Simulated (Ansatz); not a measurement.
Consider ScMn4Be8.

```
Sc Mn Be
1.0
     7.94197    0.00000    0.00000
     0.00000    7.94197    0.00000
     0.00000    0.00000    4.58310
Sc Mn Be
2 8 16
Direct
  0.00000 0.00000 0.00000
  0.50000 0.50000 0.50000
  0.25000 0.25000 0.25000
  0.75000 0.75000 0.75000
  0.75000 0.25000 0.25000
  0.25000 0.75000 0.75000
  0.25000 0.25000 0.75000
  0.75000 0.75000 0.25000
  0.25000 0.75000 0.25000
  0.75000 0.25000 0.75000
  0.28100 0.50000 0.00000
  0.78100 0.00000 0.50000
  0.50000 0.28100 0.00000
  0.00000 0.78100 0.50000
  0.21900 0.00000 0.50000
  0.71900 0.50000 0.00000
  0.00000 0.21900 0.50000
  0.50000 0.71900 0.00000
  0.33780 0.00000 0.00000
  0.83780 0.50000 0.50000
  0.00000 0.33780 0.00000
  0.50000 0.83780 0.50000
  0.66220 0.00000 0.00000
  0.16220 0.50000 0.50000
  0.00000 0.66220 0.00000
  0.50000 0.16220 0.50000
```

Space group I4/mmm; built by placing these elements on a known structure type; not relaxed (largest force 0.6 eV/Å); computed pressure about −10 GPa in this cell; computed without spin polarisation.

Theory: DFT, PAW plane waves, r2SCAN (Ansatz 0.2.0).

Question: Predict the valence pseudo-density and electron localisation function between the atoms.

Answer: Sc–Be (2.68 Å): ρ at the midpoint is about 0.16 e/Å³; the ELF is about 0.15 at the midpoint (no shared electron pair shows on this line).
Sc–Mn (3.03 Å): the density is about 0.19 e/Å³ at the midpoint; the ELF is about 0.30 at the midpoint.
Mn–Be (2.40 Å): ρ is about 0.32 e/Å³ halfway; the ELF is about 0.35 at the midpoint.
Bader's partition of the density gives Sc +1.60, Mn −2.94 and Be +1.23 to +1.31 e.

Question: How much charge does the calculation move between the atoms?

Answer: Electrons move from Sc and Be towards Mn. Bader charges: Sc +1.60, Mn −2.94 and Be +1.23 to +1.31 e.

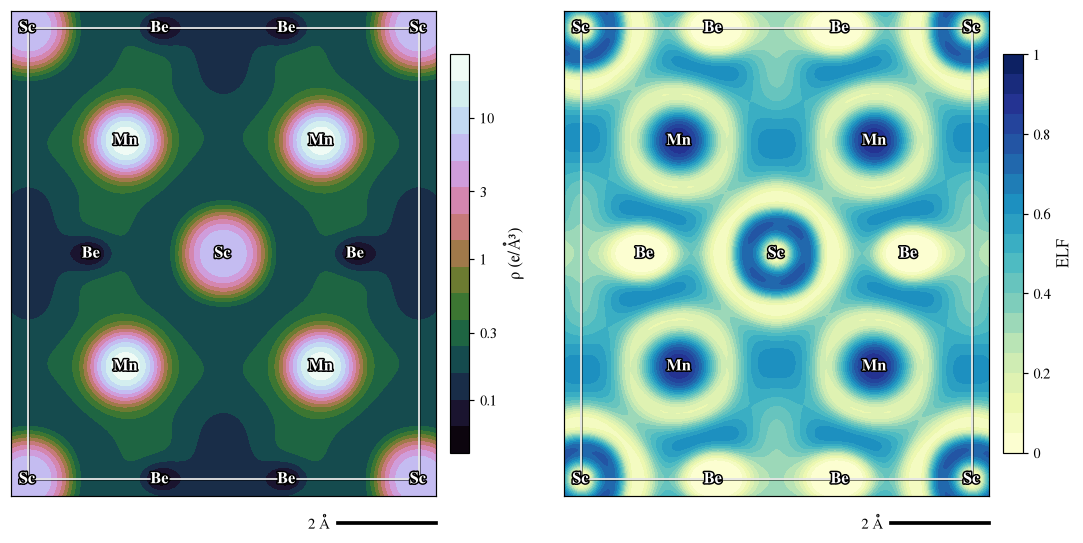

Computed valence pseudo-density and electron localisation function on the (101̄) plane of the conventional cell, in this order. 

In a PAW calculation such maps are meaningful between the atoms, not at the nuclei.
